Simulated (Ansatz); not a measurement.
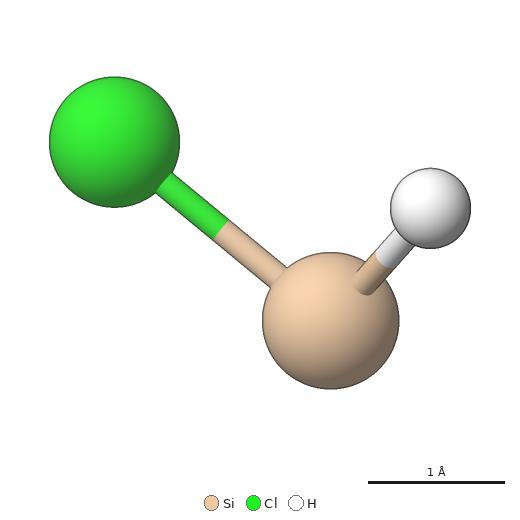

Ball-and-stick drawing of a structure. Every bond is drawn as one stick, whatever its order.

> Give the formula.

ClHSi, 3 atoms: 1 chlorine, 1 hydrogen and 1 silicon.

> What is the point group of this geometry?

Cs.

More results for the same structure follow; atom numbers are the same in all pictures, views and colours differ. Computed geometry: PBE0-D4/def2-TZVP optimisation.

Levels of theory compared

Program: Ansatz 0.2.0.

At this fixed geometry, give HOMO energy (eV), dipole (D) at these levels: B3LYP-D4/def2-TZVPP; PBE-D4/def2-TZVPP; r2SCAN-D4/def2-TZVPP; ωB97M-V/def2-TZVPP.

```tsv
level	HOMO energy (eV)	dipole (D)
B3LYP-D4/def2-TZVPP	−6.81	1.00
PBE-D4/def2-TZVPP	−5.89	0.81
r2SCAN-D4/def2-TZVPP	−6.11	0.85
ωB97M-V/def2-TZVPP	−9.06	1.09
```

Vibrations

Harmonic vibrations computed with RKS PBE0-D4/def2-TZVP (Ansatz 0.2.0) at a stationary point of the same level.

> List the wavenumbers.

3 modes: 525, 812, 2019 cm⁻¹.

Charges

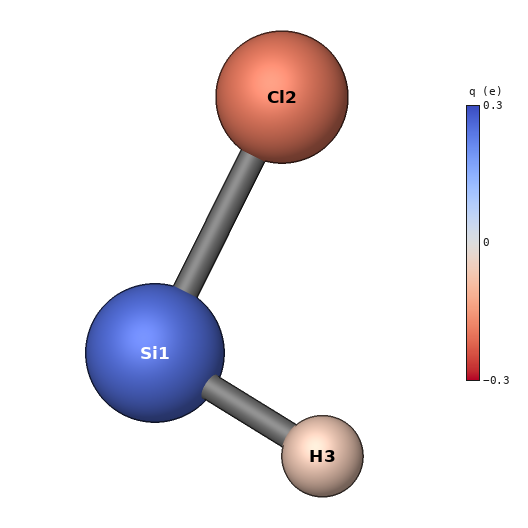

Atoms are coloured by their Mulliken charges. Level of theory: RKS PBE-D4/def2-TZVPP (Ansatz 0.2.0).

Give the Mulliken charges atom by atom.

```tsv
atom	value (e)
Si1	0.25
Cl2	−0.19
H3	−0.06
```

Mulliken values depend strongly on the basis set and can even reverse the polarity of a bond.
